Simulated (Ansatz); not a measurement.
# GeS (germanium sulfide): levels of theory compared

Wanted: a comparison of 6 runs (B2PLYP/STO-3G, wB97M-V/STO-3G, wB97X/STO-3G, MP2/STO-3G, CCSD/STO-3G, CCSD(T)/STO-3G) of GeS (germanium sulfide). 

The calculation is run with Ansatz 0.2.0.

58 further runs of the same task are left out: 29 that didn't finish, 29 set aside as unsound or not needed.

## (1) The system as given

GeS has 2 atoms, charge 0, and is taken as a singlet. As SMILES, `[S+]#[Ge-]`. The Ge2–S1 distance was set to 2.515 Å, away from the relaxed value.

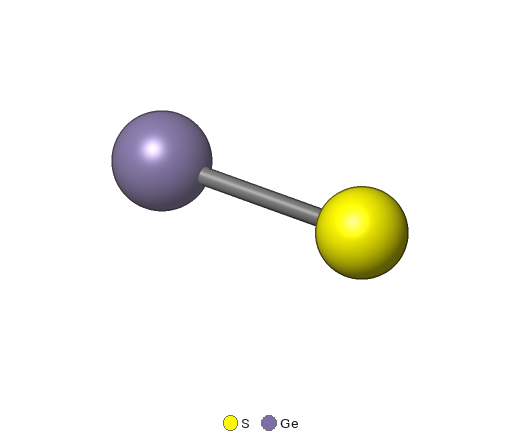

The structure, seen from a chosen angle (sulfur yellow, germanium purple).

## (2) A single-point energy at B2PLYP/STO-3G (run 1)

input.yaml

```yaml
crystal:
  periodic: [false, false, false]
  atoms:
    - {symbol: S, position_ang: [0.000000, 0.000000, -0.503014]}
    - {symbol: Ge, position_ang: [0.000000, 0.000000, 2.012086]}
basis:
  gaussian: {orbitals: STO-3G}
hamiltonian: {xc: {name: B2PLYP}}
accuracy: high
correlation: {frozen_orbitals: {Ge: 9, S: 5}}
```

On the command line:

```bash
ansatz run input.yaml --threads 1 --pin off --max-ram 2610MiB --events-out events.jsonl --progress --plain --runs-dir runs
```

Output:

```text
Warning: RAYON_NUM_THREADS=1 ignored (pool sized by the plan → 1); use --threads N
Functional definition: B2PLYP
  name "B2PLYP"
  parameter a = 0.53
  parameter c = 0.27
  exchange = (1 - a)*b88_x + a*exact_x
  correlation = (1 - c)*lyp_c + c*(mp2_os + mp2_ss)
358 factors; integrals over basis functions are off by at most 1.1e-8 eV
mean field evaluation 1: about -66555.7905 eV, gradient 3.2e1 eV
mean field evaluation 2: about -66555.7959 eV, gradient 3.2e1 eV
mean field evaluation 4: about -66560.0789 eV, gradient 2.4e1 eV
mean field evaluation 8: about -66560.0699 eV, gradient 2.4e1 eV
mean field evaluation 16: about -66563.5679 eV, gradient 2.4e-5 eV
mean field evaluation 32: about -66552.6028 eV, gradient 1.9e0 eV
mean field -66563.56787306 eV, -2446.1660009282 hartree, gradient 3.9e-8 eV, S^2 0.000000; 2 other end points of the search recorded, 0 dependent functions left out; unrestricted orbitals would lower it
14 core orbitals not correlated: weight in the atoms' cores, before any rotation towards them, 1.000 or more for the frozen orbitals, at most 0.000 for the correlated occupied ones
reference -66563.56788901 eV, -2446.1660015144 hartree; 10, 10 occupied and 3, 3 virtual orbitals, 358 factors
second order -7.16989910 eV of doubles, -0.00000000 eV of singles
Total energy: -66565.50376177 eV, -2446.2371435260 hartree
```

Wall time 2.1 s (1 thread of Arm Neoverse V1, shared host); peak memory 0.092 GiB.

## (3) A single-point energy at wB97M-V/STO-3G (run 2)

molecule.yaml

```yaml
basis:
  gaussian:
    orbitals: STO-3G
crystal:
  periodic: [false, false, false]
  atoms:
    - {symbol: S, position_ang: [0.000000, 0.000000, -0.503014]}
    - {symbol: Ge, position_ang: [0.000000, 0.000000, 2.012086]}
total_charge: 0
hamiltonian:
  xc: {name: wB97M-V}
accuracy: high
```

On the command line:

```bash
ansatz run molecule.yaml --threads 1 --pin off --max-ram 2610MiB --events-out events.jsonl --progress --plain --runs-dir runs
```

Output:

```text
Warning: RAYON_NUM_THREADS=1 ignored (pool sized by the plan → 1); use --threads N
Functional definition: wB97M-V
  name "wB97M-V"
  parameter omega = 0.3/bohr
  parameter cx = 0.15
  parameter cx01 = 1.007
  parameter cx10 = 0.259
  parameter css00 = 0.443
  parameter css04 = -1.437
  parameter css10 = -4.535
  parameter css20 = -3.390
  parameter css43 = 4.278
  parameter cos00 = 1.000
  parameter cos10 = 1.358
  parameter cos20 = 2.924
  parameter cos21 = -8.812
  parameter cos60 = -1.390
  parameter cos61 = 9.142
  parameter b = 6.0
  parameter c = 0.01
  gx(w, u) = 1 - cx + cx01*u + cx10*w
  gss(w, u) = css00 + css04*u^4 + css10*w + css20*w^2 + css43*w^4*u^3
  gos(w, u) = cos00 + cos10*w + (cos20 + cos21*u)*w^2 + (cos60 + cos61*u)*w^6
  exchange = spin_sum(e_x_unif_sr(omega)*gx(b97_w, b97_u_x)) + cx*exact_x_sr(omega) + exact_x_lr(omega)
  correlation = spin_sum(e_c_pw_mod_same_spin*gss(b97_w, b97_u_same))
      + integral(e_c_pw_mod_opposite_spin*gos(b97_w_opposite, b97_u_opposite)) + vv10(b, c)
358 factors; integrals over basis functions are off by at most 1.1e-8 eV
111 factors; integrals over basis functions are off by at most 9.1e-10 eV
mean field evaluation 1: about -66571.4364 eV, gradient 3.3e1 eV
mean field evaluation 2: about -66498.8124 eV, gradient 9.8e1 eV
mean field evaluation 4: about -66579.3704 eV, gradient 1.3e1 eV
mean field evaluation 8: about -66579.6512 eV, gradient 1.1e1 eV
mean field evaluation 16: about -66580.2046 eV, gradient 2.9e-8 eV
mean field evaluation 32: about -66580.2046 eV, gradient 2.2e-8 eV
mean field -66580.20459279 eV, -2446.7773891015 hartree, gradient 2.2e-8 eV, S^2 0.000000; 2 other end points of the search recorded, 0 dependent functions left out
reference -66580.20459478 eV, -2446.7773891744 hartree; 24, 24 occupied and 3, 3 virtual orbitals, 358 factors
Total energy: -66580.20459478 eV, -2446.7773891744 hartree
```

Wall time 16 s (1 thread of Arm Neoverse V1, shared host); peak memory 0.23 GiB.

Run 3 isn't shown in full; the table further down has it.

## (4) A single-point energy at MP2/STO-3G (run 4)

run.yaml

```yaml
crystal:
  periodic: [false, false, false]
  atoms:
    - symbol: S
      position_ang: [0.000000, 0.000000, -0.503014]
    - symbol: Ge
      position_ang: [0.000000, 0.000000, 2.012086]
basis:
  gaussian:
    orbitals: STO-3G
correlation:
  method: mp2
  frozen_orbitals: {Ge: 9, S: 5}
accuracy: high
```

On the command line:

```bash
ansatz run run.yaml --threads 1 --pin off --max-ram 2610MiB --events-out events.jsonl --progress --plain --runs-dir runs
```

Output:

```text
Warning: RAYON_NUM_THREADS=1 ignored (pool sized by the plan → 1); use --threads N
Functional definition: HF
  name "HF"
  exchange = exact_x
  correlation = 0
358 factors; integrals over basis functions are off by at most 1.1e-8 eV
mean field evaluation 1: about -66517.2316 eV, gradient 3.1e1 eV
mean field evaluation 2: about -66517.2543 eV, gradient 3.1e1 eV
mean field evaluation 4: about -66525.0376 eV, gradient 5.9e0 eV
mean field evaluation 8: about -66525.3028 eV, gradient 9.0e-2 eV
mean field evaluation 16: about -66525.2962 eV, gradient 6.6e-9 eV
mean field evaluation 32: about -66520.9998 eV, gradient 1.6e-2 eV
mean field evaluation 64: about -66522.3609 eV, gradient 1.4e1 eV
mean field evaluation 96: about -66525.2871 eV, gradient 8.8e-1 eV
mean field -66525.29622742 eV, -2444.7595438924 hartree, gradient 7.1e-9 eV, S^2 0.000000; 7 other end points of the search recorded, 0 dependent functions left out; unrestricted orbitals would lower it
unrestricted determinant -66527.28201737 eV, -2444.8325203271 hartree, S^2 1.0493
14 core orbitals not correlated: weight in the atoms' cores, before any rotation towards them, 1.000 or more for the frozen orbitals, at most 0.000 for the correlated occupied ones
reference -66525.29622742 eV, -2444.7595438924 hartree; 10, 10 occupied and 3, 3 virtual orbitals, 358 factors
second order -3.18299091 eV of doubles, -0.00000000 eV of singles
Total energy: -66528.47921833 eV, -2444.8765166507 hartree
```

It took 0.68 s on 1 thread of Arm Neoverse V1, shared host.

Run 5 isn't shown in full; the table further down has it.

## (5) The energy at CCSD(T)/STO-3G (run 6)

Changes to input.yaml since step 2:

```diff
@@ -7,4 +7,5 @@
   gaussian: {orbitals: STO-3G}
-hamiltonian: {xc: {name: B2PLYP}}
 accuracy: high
-correlation: {frozen_orbitals: {Ge: 9, S: 5}}
+correlation: {method: ccsd_t, frozen_orbitals: {Ge: 9, S: 5}}
+total_charge: 0
+scf: {omitted_lower_state_checks: [cluster_reference, increment]}
```

On the command line:

```bash
ansatz run input.yaml --threads 1 --pin off --max-ram 2610MiB --events-out events.jsonl --progress --plain --runs-dir runs
```

Output:

```text
Warning: RAYON_NUM_THREADS=1 ignored (pool sized by the plan → 1); use --threads N
Functional definition: HF
  name "HF"
  exchange = exact_x
  correlation = 0
these checks for a lower state are left out or cut short: cluster_reference, increment
358 factors; integrals over basis functions are off by at most 1.1e-8 eV
mean field evaluation 1: about -66517.2316 eV, gradient 3.1e1 eV
mean field evaluation 2: about -66517.2543 eV, gradient 3.1e1 eV
mean field evaluation 4: about -66525.0376 eV, gradient 5.9e0 eV
mean field evaluation 8: about -66525.3028 eV, gradient 9.0e-2 eV
mean field evaluation 16: about -66525.2962 eV, gradient 6.6e-9 eV
mean field evaluation 32: about -66520.9998 eV, gradient 1.6e-2 eV
mean field evaluation 64: about -66522.3609 eV, gradient 1.4e1 eV
mean field evaluation 96: about -66525.2871 eV, gradient 8.8e-1 eV
mean field -66525.29622742 eV, -2444.7595438924 hartree, gradient 7.1e-9 eV, S^2 0.000000; 7 other end points of the search recorded, 0 dependent functions left out; unrestricted orbitals would lower it
14 core orbitals not correlated: weight in the atoms' cores, before any rotation towards them, 1.000 or more for the frozen orbitals, at most 0.000 for the correlated occupied ones
reference -66525.29622742 eV, -2444.7595438924 hartree; 10, 10 occupied and 3, 3 virtual orbitals, 358 factors
second order -3.18299091 eV of doubles, -0.00000000 eV of singles
cycle   1  -2.08504454 eV  change     1.1e0 eV  update   4.4e-1
cycle   2  -3.22566533 eV  change    -1.1e0 eV  update   3.4e-1
cycle   3  -3.41582221 eV  change   -1.9e-1 eV  update   1.6e-1
cycle   4  -3.39283703 eV  change    2.3e-2 eV  update   4.1e-2
cycle   5  -3.44634823 eV  change   -5.4e-2 eV  update   1.1e-2
cycle   6  -3.44315605 eV  change    3.2e-3 eV  update   5.0e-3
cycle   7  -3.44226440 eV  change    8.9e-4 eV  update   6.4e-4
cycle   8  -3.44322910 eV  change   -9.6e-4 eV  update   5.5e-4
cycle   9  -3.44329529 eV  change   -6.6e-5 eV  update   1.3e-4
cycle  10  -3.44331834 eV  change   -2.3e-5 eV  update   5.8e-5
cycle  11  -3.44332576 eV  change   -7.4e-6 eV  update   2.6e-5
cycle  12  -3.44329538 eV  change    3.0e-5 eV  update   1.2e-5
cycle  13  -3.44330257 eV  change   -7.2e-6 eV  update   3.6e-6
cycle  14  -3.44330398 eV  change   -1.4e-6 eV  update   1.1e-6
cycle  15  -3.44330334 eV  change    6.4e-7 eV  update   3.9e-7
cycle  16  -3.44330330 eV  change    4.4e-8 eV  update   2.8e-7
cycle  17  -3.44330318 eV  change    1.2e-7 eV  update   1.4e-7
cycle  18  -3.44330202 eV  change    1.2e-6 eV  update   3.5e-7
cycle  19  -3.44330240 eV  change   -3.9e-7 eV  update   3.6e-7
cycle  20  -3.44330232 eV  change    8.7e-8 eV  update   1.8e-7
cycle  21  -3.44330236 eV  change   -4.8e-8 eV  update   1.3e-7
cycle  22  -3.44330227 eV  change    9.5e-8 eV  update   1.1e-7
cycle  23  -3.44330224 eV  change    3.2e-8 eV  update   5.9e-8
cycle  24  -3.44330225 eV  change   -1.3e-8 eV  update   2.3e-8
cycle  25  -3.44330226 eV  change   -1.0e-8 eV  update   8.5e-9
cycle  26  -3.44330226 eV  change   -2.4e-9 eV  update   3.0e-9
cycle  27  -3.44330226 eV  change   -1.6e-9 eV  update  8.3e-10
cycle  28  -3.44330226 eV  change  -1.3e-10 eV  update  3.6e-10
perturbative correction -0.97659284 eV, -0.0358891249 hartree
Total energy: -66529.71612253 eV, -2444.9219720416 hartree
Checks for a lower state left out: cluster_reference, increment
```

Run time: 0.66 s. Hardware: 1 thread of Arm Neoverse V1, shared host.

## (6) All runs side by side

```csv
run,level,frozen core orbitals,energy (Eh),wall time
1,B2PLYP/STO-3G,14,-2446.237144,2.1 s
2,wB97M-V/STO-3G,–,-2446.777389,16 s
3,wB97X/STO-3G,–,-2446.694990,16 s
4,MP2/STO-3G,14,-2444.876517,0.68 s
5,CCSD/STO-3G,14,-2444.886083,0.66 s
6,CCSD(T)/STO-3G,14,-2444.921972,0.66 s
```

## (7) What came out

| quantity | value |
| --- | --- |
| run 6: total energy | -2444.92197 Eh |
| run 6: correlation energy (14 core orbitals frozen) | -162.4 mEh |
| run 6: (T) correction | -35.89 mEh |
| run 6: T1 diagnostic | 0.092 |

Totals of different functionals can't be ranked against each other. In runs 5, 6 the T1 diagnostic is large, so a single reference may not serve. In runs 1, 4, 5, 6 the log says that unrestricted orbitals would lower the reference, so the values rest on an unstable closed-shell determinant (other closed-shell runs at this shape may share the fault). In runs 1, 2, 3, 4, 5, 6 the basis is minimal, so the values are rough. All runs together took 36 s, the longest 16 s.
